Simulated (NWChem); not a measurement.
**Run report: SF₂, energy and gradient calculation**

System: SF₂ (sulfur difluoride), SMILES FSF.
Method: B3LYP/def2-TZVP, RKS (NWChem 7.3.0).

The geometry comes from this level: PBE0-D4/def2-TZVP.

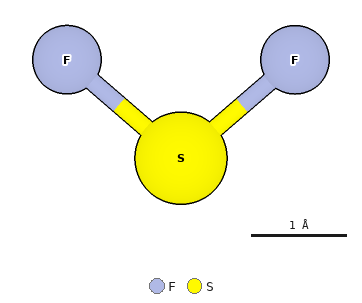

The structure as given in the input (ball-and-stick view, seen on its broad side). Bond lengths as drawn: F–S 1.59 Å.

Input file
```python
from ase import Atoms
from ase.calculators.nwchem import NWChem

molecule = Atoms(['F', 'S', 'F'], positions=[
    [0.440140, 1.116450, 0.365400],
    [-0.601990, 0.126530, -0.315250],
    [0.161840, -1.242970, -0.050150],
])

calc = NWChem(
    label='job',
    theory='dft',
    memory='2200 mb',
    basis='def2-TZVP',
    basispar='spherical bse',
    dft={'xc': 'b3lyp', 'mult': '1', 'grid': 'fine', 'convergence': 'energy 1e-08', 'iterations': '100', 'mulliken': None, 'print': 'low'},
)
molecule.calc = calc

forces = molecule.get_forces()
e = molecule.get_potential_energy()
print(f"E = {e:.6f} eV")
print("forces (eV/A):")
for s, f in zip(molecule.symbols, forces):
    print(f"{s:2s} {f[0]:10.5f} {f[1]:10.5f} {f[2]:10.5f}")
```

File job.nwi
```
title "job"

permanent_dir job

scratch_dir job

start job

geometry units angstrom nocenter noautosym noautoz
  F  4.4013999999999998e-01 1.1164499999999999e+00 3.6540000000000000e-01
  S  -6.0199000000000003e-01 1.2653000000000000e-01 -3.1524999999999997e-01
  F  1.6184000000000001e-01 -1.2429699999999999e+00 -5.0150000000000000e-02
end

memory 2200 mb

basis spherical bse noprint
   * library def2-TZVP
end

dft
  xc b3lyp
  mult 1
  grid fine
  convergence energy 1e-08
  iterations 100
  mulliken
  print low
end

task dft gradient
```

Command:
```bash
export ASE_NWCHEM_COMMAND="nwchem PREFIX.nwi > PREFIX.nwo"
python run.py
```

The program's output
```
E = -16270.964996 eV
forces (eV/A):
F     0.30596    0.31614    0.20271
S    -0.52440    0.11030   -0.27465
F     0.21844   -0.42644    0.07194
```

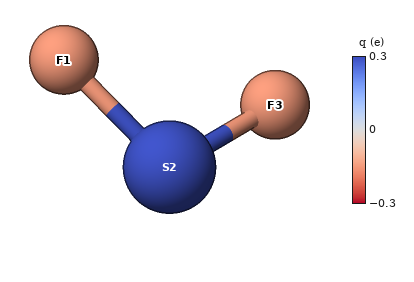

Löwdin charges, as the colour of each atom (ball-and-stick view, seen at a tilt; atoms are numbered from 1 in the order of the input). By element: F −0.15 and S +0.29 e.

Results in brief

| quantity | value |
| --- | --- |
| outcome | converged |
| total energy | −597.946940 hartree |
| largest force | 0.602 eV/Å |
| hardware | 1 thread of Intel Xeon (Sapphire Rapids), 16 GiB of memory available, shared host |
| wall time | 14 s |
| peak memory | 0.13 GiB |
